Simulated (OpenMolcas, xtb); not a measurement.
**How methods differ on C2H3Ge (SMILES [C]#[C][GeH3])**

C2H3Ge has 6 atoms, charge 0, and is taken as a doublet. SMILES: `[C]#[C][GeH3]`. Geometry: relaxed at PBE0-D4/def2-TZVP.

```xyz
6

C     1.0630   -1.9937    1.1272
C     0.5548   -1.0394    0.5816
Ge   -0.2442    0.4611   -0.2777
H    -1.4821   -0.0281   -1.0359
H     0.7837    1.0597   -1.2429
H    -0.6330    1.4764    0.8014
```

Each level gives the dipole moment (D). The values are calculated.

```json
{"level": "GFN0-xTB", "kind": "semi-empirical", "program": "xtb", "value (D)": "2.51", "CPU time": "under 2 s"}
{"level": "UHF/def2-SVPD", "kind": "Hartree–Fock", "program": "OpenMolcas", "value (D)": "0.77", "CPU time": "13 s"}
{"level": "USVWN5/def2-SVPD", "kind": "LDA", "program": "OpenMolcas", "value (D)": "1.29", "CPU time": "25 s"}
{"level": "UPBE/def2-SVPD", "kind": "GGA", "program": "OpenMolcas", "value (D)": "1.19", "CPU time": "39 s"}
{"level": "U-r2SCAN/def2-SVPD", "kind": "meta-GGA", "program": "OpenMolcas", "value (D)": "1.08", "CPU time": "48 s"}
{"level": "UTPSS/def2-SVPD", "kind": "meta-GGA", "program": "OpenMolcas", "value (D)": "1.14", "CPU time": "49 s"}
{"level": "UPBE0/def2-SVPD", "kind": "global hybrid", "program": "OpenMolcas", "value (D)": "1.08", "CPU time": "37 s"}
```

All-electron rows without a relativistic Hamiltonian named are non-relativistic. The values span 0.77 to 2.51 D. Spin contamination of the reference (⟨S²⟩ at least 0.1 too high) touches UHF/def2-SVPD. Magnitudes only. Times are those of the runs behind each value, whatever else they computed, on shared processors of several kinds: orders of magnitude only.

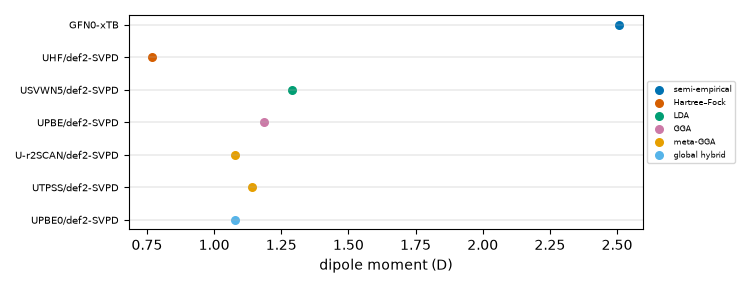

The values of the table, level by level.
